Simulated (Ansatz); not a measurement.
# BGeH3Cl2 (SMILES Cl[B](Cl)[GeH3]) at HSE06/cc-pVDZ

Aim: the vertical singlet–triplet gap of BGeH3Cl2 at HSE06/cc-pVDZ, from 2 runs. 

The calculation is run with Ansatz 0.2.0.

72 further runs of the same task are left out: 72 set aside as unsound or not needed.

## 1. Starting point

The species is BGeH3Cl2 (7 atoms), meant as a singlet with charge 0. SMILES: `Cl[B](Cl)[GeH3]`. Geometry: relaxed at PBE0-D4/def2-TZVP.

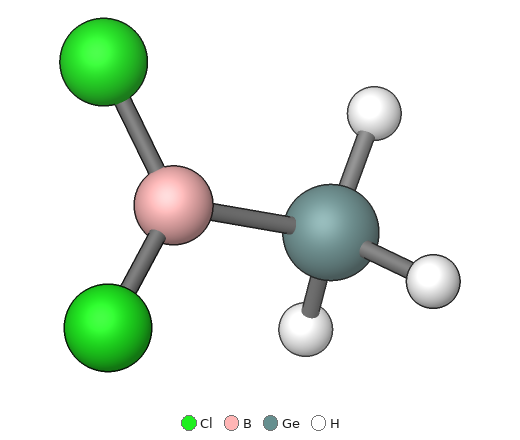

Viewed from a chosen angle; chlorine green, boron pink, germanium teal, hydrogen white.

## 2. A single-point energy at HSE06/cc-pVDZ

job.yaml

```yaml
basis:
  gaussian: {orbitals: cc-pVDZ}
crystal:
  periodic: [false, false, false]
  atoms:
    - {symbol: Cl, position_ang: [1.749500, -1.428200, 1.208700]}
    - {symbol: B, position_ang: [0.206400, -1.021900, 0.511500]}
    - {symbol: Cl, position_ang: [-1.082400, -2.191800, 0.604700]}
    - {symbol: Ge, position_ang: [-0.123100, 0.798500, -0.412200]}
    - {symbol: H, position_ang: [-0.556200, 0.560600, -1.868300]}
    - {symbol: H, position_ang: [-1.266100, 1.534300, 0.306700]}
    - {symbol: H, position_ang: [1.133300, 1.680500, -0.396700]}
hamiltonian: {xc: hse06}
accuracy: high
output: {orbitals: {seedname: orbitals}}
```

On the command line:

```bash
$ ansatz run job.yaml --threads 1 --pin off --max-ram 3480MiB --events-out events.jsonl --progress --plain --runs-dir runs
```

Standard output:

```text
Warning: RAYON_NUM_THREADS=1 ignored (pool sized by the plan → 1); use --threads N
Functional definition: HSE06
  name "HSE06"
  parameter a = 0.25
  parameter omega = 0.11/bohr
  exchange = pbe_x - a*pbe_x_sr(omega) + a*exact_x_sr(omega)
  correlation = pbe_c
2113 factors; integrals over basis functions are off by at most 4.4e-9 eV
104 factors; integrals over basis functions are off by at most 1.5e-9 eV
mean field evaluation 1: about -82272.6233 eV, gradient 1.2e1 eV
mean field evaluation 2: about -82272.7947 eV, gradient 1.0e1 eV
mean field evaluation 4: about -82273.0918 eV, gradient 5.6e-1 eV
mean field evaluation 8: about -82273.2136 eV, gradient 5.5e-2 eV
mean field evaluation 16: about -82273.2137 eV, gradient 2.4e-6 eV
mean field -82273.21365512 eV, -3023.4848350386 hartree, gradient 4.0e-8 eV, S^2 0.000000; 0 other end points of the search recorded, 0 dependent functions left out
reference -82273.21365844 eV, -3023.4848351605 hartree; 37, 37 occupied and 55, 55 virtual orbitals, 2113 factors
Total energy: -82273.21365844 eV, -3023.4848351605 hartree
```

Wall time 14 s (1 thread of Arm Neoverse V1, shared host); peak memory 0.39 GiB.

## 3. The triplet

job.yaml

```yaml
crystal:
  periodic: [false, false, false]
  atoms:
    - symbol: Cl
      position_ang: [1.749500, -1.428200, 1.208700]
    - symbol: B
      position_ang: [0.206400, -1.021900, 0.511500]
    - symbol: Cl
      position_ang: [-1.082400, -2.191800, 0.604700]
    - symbol: Ge
      position_ang: [-0.123100, 0.798500, -0.412200]
    - symbol: H
      position_ang: [-0.556200, 0.560600, -1.868300]
    - symbol: H
      position_ang: [-1.266100, 1.534300, 0.306700]
    - symbol: H
      position_ang: [1.133300, 1.680500, -0.396700]
basis:
  gaussian:
    orbitals: cc-pVDZ
magnetization:
  spin_polarized: true
  initial_magnetization: 2
hamiltonian:
  xc: {name: HSE06}
accuracy: high
output: {orbitals: {seedname: orbitals}}
```

On the command line:

```bash
$ ansatz run job.yaml --threads 1 --pin off --max-ram 3480MiB --events-out events.jsonl --progress --plain --runs-dir runs
```

Standard output, cut to the lines that bear on the results:

```text
Warning: RAYON_NUM_THREADS=1 ignored (pool sized by the plan → 1); use --threads N
[... 6 set-up lines as earlier in the session ...]
2113 factors; integrals over basis functions are off by at most 4.4e-9 eV
104 factors; integrals over basis functions are off by at most 1.5e-9 eV
mean field evaluation 1: about -82267.8187 eV, gradient 1.3e1 eV
mean field evaluation 2: about -82266.9624 eV, gradient 1.8e1 eV
mean field evaluation 4: about -82269.0237 eV, gradient 8.8e-1 eV
mean field evaluation 8: about -82269.1755 eV, gradient 1.4e-1 eV
mean field evaluation 16: about -82269.1757 eV, gradient 7.2e-5 eV
mean field -82269.17566349 eV, -3023.3364415830 hartree, gradient 2.2e-8 eV, S^2 2.005457; 0 other end points of the search recorded, 0 dependent functions left out
reference -82269.17566684 eV, -3023.3364417063 hartree; 38, 36 occupied and 54, 56 virtual orbitals, 2113 factors
Total energy: -82269.17566684 eV, -3023.3364417063 hartree
```

It took 25 s on 1 thread of Arm Neoverse V1, shared host; peak memory 0.6 GiB.

## 4. Results

At HSE06/cc-pVDZ:

```
                                        quantity           value
                           singlet: total energy  -3023.48484 Eh
                            singlet: HOMO energy        -7.84 eV
                            singlet: LUMO energy        -2.36 eV
                          singlet: HOMO–LUMO gap         5.48 eV
                           triplet: total energy  -3023.33644 Eh
     triplet: HOMO energy (highest over α and β)        -3.82 eV
                                   triplet: ⟨S²⟩           2.005
vertical energy of the triplet above the singlet        4.038 eV
```

In words: At this shape the triplet lies 4.04 eV (390 kJ/mol) above the singlet.
